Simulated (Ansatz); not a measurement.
Take ZnO in the wurtzite structure (space group P6_3mc, No. 186; a = 3.2799 Å, c = 5.2941 Å) as the base.

Modification: S replaces 66.7 % of the O, ordered in a cell of 12 atoms (starting symmetry Cm) and fully relaxed.

The values are results of PBE in Ansatz (plane waves to 420 eV, PAW, no spin-orbit coupling), earlier PAW set, not measurements.

The zone is the changed cell's own and can be folded.

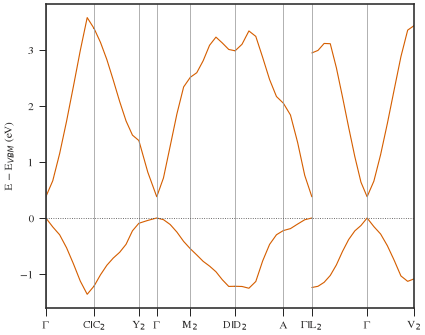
Fig. 1. Highest valence and lowest conduction band along the path of the changed cell's own zone

The gap is 0.38 eV, direct at Γ; the base has 0.74 eV.

Each cell is one ordered arrangement of few atoms, which overstates ordering effects compared with a random alloy. No phonon test of stability was made. Labels are those of the standard path for the cell's own space group.

Ansatz is a quantum-chemistry and plane-wave program.
